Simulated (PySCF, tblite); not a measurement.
**C₅H₁₂OSi: a rotation path, then NMR shifts on frames, part 1 of 2**

How do NMR shifts of C₅H₁₂OSi (`C=CO[SiH2]C(C)C`) change as the atoms move?

The runs use tblite 0.8.0 and PySCF 2.14.0, with density-fitted response routines of our own; the level of theory stands in each step. All values are computed, except where a source is named. Atoms are numbered from 0 throughout.

**1. Starting geometry**

19 atoms, charge 0, multiplicity 1; geometry from: GFN2-xTB.

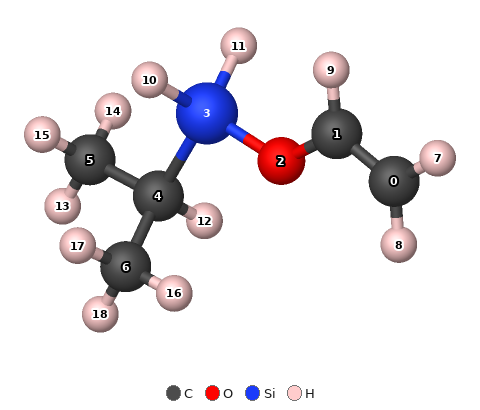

As it starts; carbon dark grey, oxygen red, silicon blue, hydrogen pink, atoms numbered.

**2. The rotation path with GFN2-xTB**

The job: settings as JSON, then the geometry in Å.

```
{"job": {"kind": "neb", "xc": "GFN2-xTB", "basis": "xTB", "atoms": [4, 3, 2, 1], "turn": 120}, "charge": 0, "multiplicity": 1}
C      3.677974    -0.655638     0.456653
C      2.766007     0.216091     0.063687
O      1.450619    -0.071814     0.052139
Si     0.174795     0.834901    -0.396774
C     -1.306591    -0.311300    -0.089304
C     -2.593983     0.361670    -0.551244
C     -1.423433    -0.720024     1.378128
H      4.720714    -0.402035     0.457756
H      3.400277    -1.641291     0.784544
H      3.029587     1.212952    -0.269445
H      0.104971     2.057001     0.413866
H      0.291305     1.219049    -1.808673
H     -1.178434    -1.225613    -0.678840
H     -3.450035    -0.295901    -0.403891
H     -2.539279     0.621093    -1.605718
H     -2.769091     1.275819     0.011972
H     -0.513644    -1.212217     1.713085
H     -1.593773     0.153198     2.005133
H     -2.257789    -1.406690     1.520120
```

With the program's defaults for keys left out, this is: GFN2-xTB climbing-image nudged elastic band, gas phase.

Command:

```bash
$ OMP_NUM_THREADS=1 python probes_run.py task.json out
```

This one command runs all jobs of the session in turn.

What it wrote:

```text
image   E - E0 / eV
  0      -0.0000
  1       0.0050
  2       0.0168
  3       0.0336
  4       0.0491
  5       0.0549
  6       0.0524
  7       0.0513
  8       0.0450
```

Run time: 20 s. Hardware: 1 thread, shared host.

The final band, with the dihedral C4–Si3–O2–C1:

```
image  dihedral (°)  energy (eV)  energy (kcal/mol)
    0          -180        0.000                0.0
    1          -168        0.005                0.1
    2          -155        0.017                0.4
    3          -141        0.034                0.8
    4          -125        0.049                1.1
    5          -107        0.055                1.3
    6           -91        0.052                1.2
    7           -79        0.051                1.2
    8           -76        0.045                1.0
```

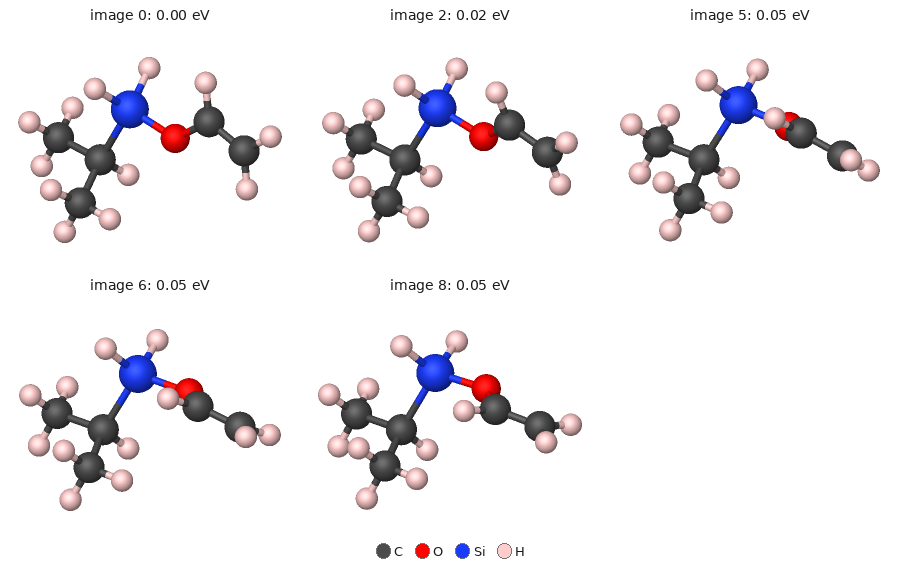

Images along the band.

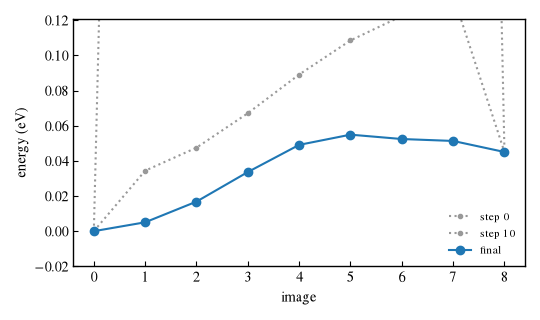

Energy along the band, early and final.

**3. NMR shieldings: image 0, PBE0/pcSseg-1**

The job: settings as JSON, then the geometry in Å.

```
{"job": {"kind": "nmr", "xc": "PBE0", "basis": "pcSseg-1", "pop": false}, "charge": 0, "multiplicity": 1}
C      3.678000    -0.655600     0.456700
C      2.766000     0.216100     0.063700
O      1.450600    -0.071800     0.052100
Si     0.174800     0.834900    -0.396800
C     -1.306600    -0.311300    -0.089300
C     -2.594000     0.361700    -0.551200
C     -1.423400    -0.720000     1.378100
H      4.720700    -0.402000     0.457800
H      3.400300    -1.641300     0.784500
H      3.029600     1.213000    -0.269400
H      0.105000     2.057000     0.413900
H      0.291300     1.219000    -1.808700
H     -1.178400    -1.225600    -0.678800
H     -3.450000    -0.295900    -0.403900
H     -2.539300     0.621100    -1.605700
H     -2.769100     1.275800     0.012000
H     -0.513600    -1.212200     1.713100
H     -1.593800     0.153200     2.005100
H     -2.257800    -1.406700     1.520100
```

Method: GIAO PBE0/pcSseg-1 NMR shielding, non-relativistic, gas phase.

What it wrote:

```text
coarse grid: 15584 points
cycle   1  E = -561.8312578828  dE =  6.952e-01  |g| = 7.055e-01  |ddm| = 3.724e+00
cycle   2  E = -561.7394419380  dE =  9.182e-02  |g| = 9.921e-01  |ddm| = 1.406e+00
cycle   3  E = -561.9317732305  dE = -1.923e-01  |g| = 1.136e-01  |ddm| = 9.310e-01
cycle   4  E = -561.9338896466  dE = -2.116e-03  |g| = 4.515e-02  |ddm| = 1.074e-01
cycle   5  E = -561.9343293962  dE = -4.397e-04  |g| = 1.552e-02  |ddm| = 4.550e-02
cycle   6  E = -561.9343879125  dE = -5.852e-05  |g| = 3.662e-03  |ddm| = 1.410e-02
cycle   7  E = -561.9343910085  dE = -3.096e-06  |g| = 5.993e-04  |ddm| = 3.110e-03
final grid: 143640 points
cycle   8  E = -561.9867214876  dE = -2.861e-05  |g| = 1.148e-02  |ddm| = 2.320e-02
cycle   9  E = -561.9866949449  dE =  2.654e-05  |g| = 1.633e-02  |ddm| = 1.925e-02
cycle  10  E = -561.9867491497  dE = -5.420e-05  |g| = 1.949e-03  |ddm| = 1.219e-02
cycle  11  E = -561.9867499848  dE = -8.351e-07  |g| = 2.718e-04  |ddm| = 1.774e-03
cycle  12  E = -561.9867499991  dE = -1.435e-08  |g| = 1.171e-04  |ddm| = 2.945e-04
cycle  13  E = -561.9867500024  dE = -3.245e-09  |g| = 3.083e-05  |ddm| = 1.033e-04
cycle  14  E = -561.9867500026  dE = -2.226e-10  |g| = 7.263e-06  |ddm| = 3.267e-05
converged SCF energy = -561.9867500026

GIAO shielding tensors (ppm)
atom      isotropic    diamagn.    paramagn.     s11        s22        s33       span
  0 C       86.325     254.663    -168.339    -19.118    117.081    161.011    180.129
  1 C       34.062     249.769    -215.707    -75.157     69.364    107.977    183.134
  2 O      229.818     404.332    -174.514    136.126    250.621    302.706    166.579
  3 Si     362.304     883.077    -520.773    314.150    345.316    427.447    113.297
  4 C      169.135     252.116     -82.981    164.165    166.438    176.803     12.639
  5 C      170.250     247.635     -77.385    156.682    163.906    190.160     33.477
  6 C      166.667     248.858     -82.191    156.192    157.483    186.327     30.135
  7 H       27.212      27.184       0.028     25.052     26.220     30.364      5.311
  8 H       26.848      32.193      -5.344     24.033     25.179     31.333      7.300
  9 H       25.157      28.787      -3.630     21.864     24.889     28.718      6.854
 10 H       27.098      31.832      -4.734     23.963     26.143     31.187      7.224
 11 H       26.831      31.574      -4.742     23.268     25.889     31.337      8.069
 12 H       30.448      34.356      -3.909     26.716     28.532     36.095      9.379
 13 H       30.535      29.290       1.245     26.334     27.993     37.280     10.946
 14 H       30.638      30.096       0.543     25.622     28.461     37.832     12.209
 15 H       31.124      30.376       0.748     27.204     29.189     36.979      9.774
 16 H       29.942      32.487      -2.545     24.421     29.127     36.277     11.856
 17 H       30.946      31.795      -0.849     27.540     28.646     36.653      9.113
 18 H       30.454      30.718      -0.264     26.161     27.953     37.249     11.087
```

Wall time 2.6 min (1 thread, shared host).

The references, computed at this level on geometries of the same kind, shield at (ppm): 1H TMS 31.72, 13C TMS 186.9, 29Si TMS 349.2, 17O H2O 336.1. Their shielding less the atom's gives the shift. The references are single molecules in the gas phase, so shifts against H2O, NH3, PH3, H3PO4 or CFCl3 are not on the usual liquid scales and can be off by tens of ppm. Each atom is listed at this fixed geometry, with no averaging over motion; a spectrum would average atoms that exchange fast.

```
atoms                                                  environment  σ (ppm)  δ (ppm)
   C1                                 alkene carbon bearing oxygen     34.1    152.9
   C0                β carbon of an enol-ether or enamine type C=C     86.3    100.6
   C6                                                methyl carbon    166.7     20.3
   C4                                          sp3 CH bonded to Si    169.1     17.8
   C5                                                methyl carbon    170.2     16.7
   H9                  hydrogen on an alkene carbon bearing oxygen    25.16     6.56
  H11                         hydrogen on a silicon bonded to C, O    26.83     4.89
   H8  hydrogen on a β carbon of an enol-ether or enamine type C=C    26.85     4.87
  H10                         hydrogen on a silicon bonded to C, O    27.10     4.62
   H7  hydrogen on a β carbon of an enol-ether or enamine type C=C    27.21     4.51
  H16                                  hydrogen on a methyl carbon    29.94     1.78
  H12                           hydrogen on an sp3 CH bonded to Si    30.45     1.27
  H18                                  hydrogen on a methyl carbon    30.45     1.26
  H13                                  hydrogen on a methyl carbon    30.54     1.18
  H14                                  hydrogen on a methyl carbon    30.64     1.08
  H17                                  hydrogen on a methyl carbon    30.95     0.77
  H15                                  hydrogen on a methyl carbon    31.12     0.59
   O2                                       oxygen bonded to C, Si    229.8    106.3
  Si3                                  silicon bonded to C, O, 2 H    362.3    -13.1
```

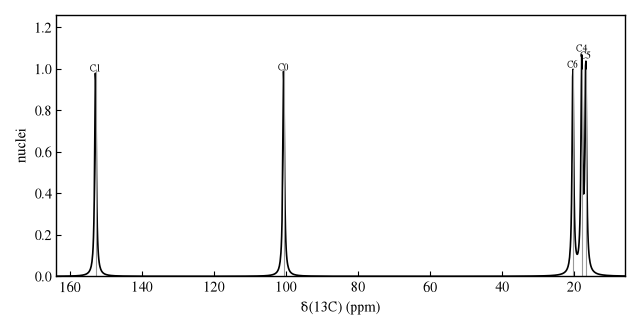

13C lines at the computed shifts, without couplings. Lines are broadened to a width of 0.54 ppm (Lorentzian).

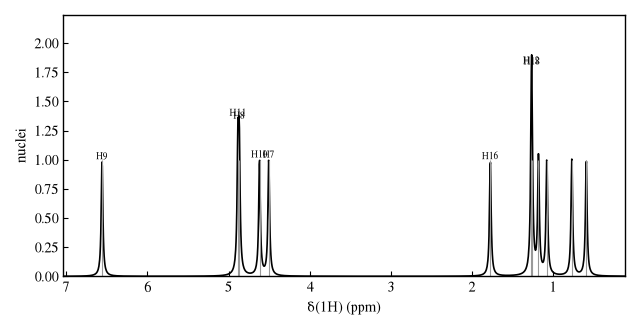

1H lines at the computed shifts, without couplings. Lines are broadened to a width of 0.02 ppm (Lorentzian).

Orbitals, density, ELF and potential are computed afterwards from the orbital file.

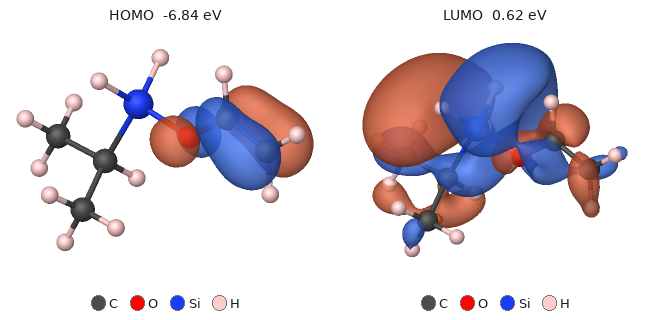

PBE0/pcSseg-1 orbitals near the gap, drawn at the value that encloses 70 % of each; the two colours are the two signs.

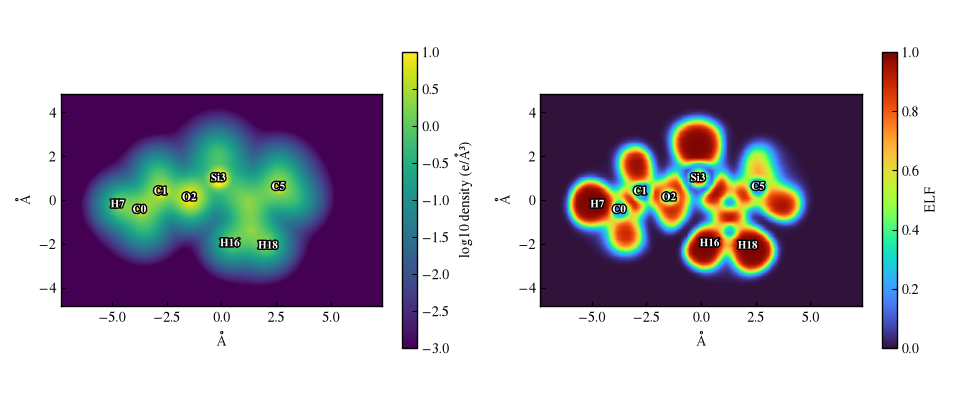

Density (left) and ELF (right) in a plane through or near 8 of the atoms.

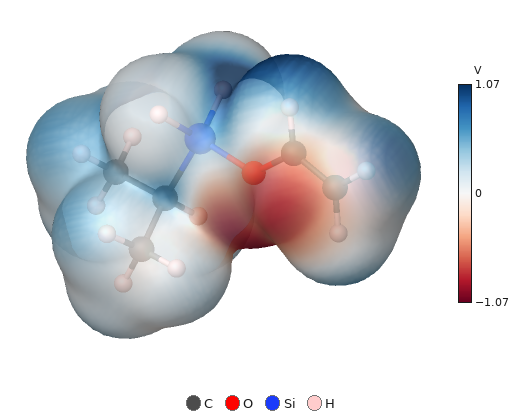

The potential that a unit positive charge feels on the 0.002 e/bohr³ surface, from the 1st to the 99th percentile, from -0.92 V near O2 to 1.07 V near H9.

**4. Shielding tensors: image 2, PBE0/pcSseg-1**

The job: settings as JSON, then the geometry in Å.

```
{"job": {"kind": "nmr", "xc": "PBE0", "basis": "pcSseg-1", "pop": false}, "charge": 0, "multiplicity": 1}
C      3.646800    -0.665900     0.473300
C      2.710300     0.223700     0.197000
O      1.456000    -0.126000    -0.143000
Si     0.171200     0.783000    -0.560600
C     -1.314400    -0.315600    -0.119700
C     -2.620100     0.369800    -0.509000
C     -1.329600    -0.682800     1.365100
H      4.630700    -0.355900     0.768200
H      3.452300    -1.721400     0.411100
H      2.896100     1.290800     0.252900
H      0.159600     2.035700     0.205100
H      0.233100     1.102000    -1.992100
H     -1.248300    -1.245000    -0.694100
H     -3.472600    -0.276600    -0.301900
H     -2.625600     0.618000    -1.567700
H     -2.750400     1.292100     0.053400
H     -0.417000    -1.203600     1.643200
H     -1.411100     0.213900     1.975700
H     -2.176700    -1.327000     1.596300
```

Level: GIAO PBE0/pcSseg-1 NMR shielding, non-relativistic, gas phase.

What it wrote:

```text
coarse grid: 15584 points
cycle   1  E = -561.8313965881  dE =  6.925e-01  |g| = 7.048e-01  |ddm| = 3.725e+00
cycle   2  E = -561.7407434231  dE =  9.065e-02  |g| = 9.890e-01  |ddm| = 1.382e+00
cycle   3  E = -561.9316638559  dE = -1.909e-01  |g| = 1.152e-01  |ddm| = 9.126e-01
cycle   4  E = -561.9338547387  dE = -2.191e-03  |g| = 4.533e-02  |ddm| = 1.089e-01
cycle   5  E = -561.9342994417  dE = -4.447e-04  |g| = 1.552e-02  |ddm| = 4.561e-02
cycle   6  E = -561.9343579708  dE = -5.853e-05  |g| = 3.626e-03  |ddm| = 1.405e-02
cycle   7  E = -561.9343609997  dE = -3.029e-06  |g| = 6.054e-04  |ddm| = 3.117e-03
final grid: 143640 points
cycle   8  E = -561.9867787678  dE = -3.041e-05  |g| = 1.146e-02  |ddm| = 2.415e-02
cycle   9  E = -561.9867525314  dE =  2.624e-05  |g| = 1.626e-02  |ddm| = 1.926e-02
cycle  10  E = -561.9868064904  dE = -5.396e-05  |g| = 1.953e-03  |ddm| = 1.215e-02
cycle  11  E = -561.9868073235  dE = -8.331e-07  |g| = 2.828e-04  |ddm| = 1.779e-03
cycle  12  E = -561.9868073392  dE = -1.565e-08  |g| = 1.200e-04  |ddm| = 3.084e-04
cycle  13  E = -561.9868073426  dE = -3.398e-09  |g| = 3.198e-05  |ddm| = 1.068e-04
cycle  14  E = -561.9868073428  dE = -2.458e-10  |g| = 7.384e-06  |ddm| = 3.397e-05
converged SCF energy = -561.9868073428

GIAO shielding tensors (ppm)
atom      isotropic    diamagn.    paramagn.     s11        s22        s33       span
  0 C       87.322     254.599    -167.277    -17.519    118.151    161.333    178.852
  1 C       33.251     250.352    -217.101    -75.324     69.385    105.693    181.017
  2 O      226.378     403.757    -177.378    133.228    241.825    304.082    170.854
  3 Si     360.113     882.907    -522.794    311.775    345.783    422.782    111.007
  4 C      169.148     252.311     -83.163    163.580    167.536    176.329     12.750
  5 C      170.435     247.495     -77.060    157.762    163.565    189.979     32.218
  6 C      167.066     249.162     -82.096    156.786    157.923    186.491     29.705
  7 H       27.277      27.372      -0.095     25.052     26.298     30.482      5.430
  8 H       26.868      32.046      -5.178     23.926     25.318     31.361      7.435
  9 H       25.190      29.223      -4.032     22.010     24.798     28.763      6.754
 10 H       27.090      31.983      -4.893     24.107     26.295     30.868      6.761
 11 H       26.801      31.253      -4.452     23.096     25.685     31.620      8.524
 12 H       30.427      34.238      -3.812     26.595     28.578     36.107      9.512
 13 H       30.511      29.209       1.302     26.299     27.931     37.303     11.004
 14 H       30.643      29.920       0.723     25.657     28.447     37.825     12.168
 15 H       31.135      30.363       0.772     27.181     29.225     37.001      9.820
 16 H       30.051      32.724      -2.672     24.632     29.254     36.268     11.636
 17 H       31.011      32.110      -1.098     27.564     28.783     36.687      9.124
 18 H       30.508      30.894      -0.386     26.204     28.001     37.318     11.115
```

Run time: 1.7 min. Hardware: 1 thread, shared host.

This run: δ C1 153.7, C0 99.6, C6 19.9, C4 17.8, H9 6.53, H11 4.92 ppm.

(Continued in part 2 of 2.)
